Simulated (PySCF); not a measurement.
# SiNH4O (SMILES N[SiH]O) at UCAM-B3LYP/aug-cc-pVDZ

Aim: the vertical ionisation energy of SiNH4O at UCAM-B3LYP/aug-cc-pVDZ, from 2 runs. The job is set up through a Python script.

The results are computed with PySCF 2.14.0.

2 further runs of the same task are left out: 2 set aside as unsound or not needed.

## 1. The molecule

SiNH4O: 7 atoms, total charge 0, spin state doublet. As SMILES, `N[SiH]O`. The coordinates come from a PBE0-D4/def2-TZVP relaxation. This is one conformer, not always the lowest.

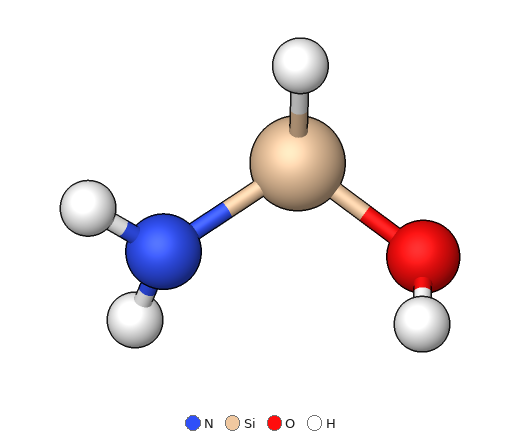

The structure, seen from a chosen angle (nitrogen blue, silicon light orange, oxygen red, hydrogen white).

## 2. The energy at UCAM-B3LYP/aug-cc-pVDZ

The input, job.py:

```python
from pyscf import gto, dft

mol = gto.Mole()
mol.atom = '''
N     -1.313171     1.036137    -1.086970
Si     0.553879     0.300466     1.476443
O      3.066837    -1.270652     0.510793
H     -0.672554     2.207389    -2.446817
H     -3.185700     1.272164    -0.818062
H     -1.132135    -1.250810     3.145827
H      2.798495    -2.423385    -0.867384
'''
mol.verbose = 3
mol.charge = 0
mol.unit = 'bohr'
mol.basis = 'aug-cc-pvdz'
mol.spin = 1
mol.max_memory = 1860
mol.build()

myscf = dft.UKS(mol, xc='cam-b3lyp')
myscf.grids.level = 4
myscf.conv_tol = 1e-10
myscf.kernel()
if not myscf.converged:
    myscf = myscf.newton().run(myscf.mo_coeff, myscf.mo_occ)

e_tot = myscf.e_tot
print('E(%s) = %.9f' % ('CAM-B3LYP', e_tot))
```

The run is started by

```bash
$ OMP_NUM_THREADS=1 python job.py
```

Output:

```text
converged SCF energy = -421.862216238088  <S^2> = 0.75238918  2S+1 = 2.0023878
E(CAM-B3LYP) = -421.862216238
```

It took 39 s on 1 thread of Arm Neoverse V2, shared host; peak memory 0.57 GiB.

## 3. The singlet cation at the same level

The input, calc.py:

```python
from pyscf import gto, dft

molecule = gto.Mole()
molecule.atom = [
    ('N', (-0.694900, 0.548300, -0.575200)),
    ('Si', (0.293100, 0.159000, 0.781300)),
    ('O', (1.622900, -0.672400, 0.270300)),
    ('H', (-0.355900, 1.168100, -1.294800)),
    ('H', (-1.685800, 0.673200, -0.432900)),
    ('H', (-0.599100, -0.661900, 1.664700)),
    ('H', (1.480900, -1.282400, -0.459000)),
]
molecule.verbose = 3
molecule.max_memory = 1860
molecule.charge = 1
molecule.basis = 'aug-cc-pvdz'
molecule.spin = 0
molecule.build()

myscf = dft.RKS(molecule, xc='cam-b3lyp')
myscf.grids.level = 4
myscf.conv_tol = 1e-10
myscf.kernel()
if not myscf.converged:
    myscf = myscf.newton().run(myscf.mo_coeff, myscf.mo_occ)

etot = myscf.e_tot
print('E = %.10f Eh' % etot)
```

The run is started by

```bash
$ OMP_NUM_THREADS=1 python calc.py
```

Output:

```text
converged SCF energy = -421.572441328629
E = -421.5724413286 Eh
```

Run time: 25 s. Hardware: 1 thread of Arm Neoverse V2, shared host; peak memory 0.56 GiB.

## 4. Summary of results

At UCAM-B3LYP/aug-cc-pVDZ:

| quantity | value |
| --- | --- |
| doublet SiNH4O: total energy | -421.86222 Eh |
| doublet SiNH4O: dipole moment | 2.27 D |
| doublet SiNH4O: HOMO energy (highest over α and β) | -6.75 eV |
| doublet SiNH4O: LUMO energy (lowest over α and β) | -0.99 eV |
| doublet SiNH4O: ⟨S²⟩ | 0.752 |
| singlet cation: total energy | -421.57244 Eh |
| singlet cation: HOMO energy | -16.27 eV |
| singlet cation: LUMO energy | -8.92 eV |
| singlet cation: HOMO–LUMO gap | 7.36 eV |
| vertical ionisation energy (to the singlet cation) | 7.885 eV |

The vertical ionisation energy comes to 7.89 eV (182 kcal/mol). Only the singlet of the ionised species was computed; a triplet could lie lower. Mulliken charges (singlet cation) run from -0.57 on O3 to +1.07 on Si2; in a basis this large or diffuse they mean little.
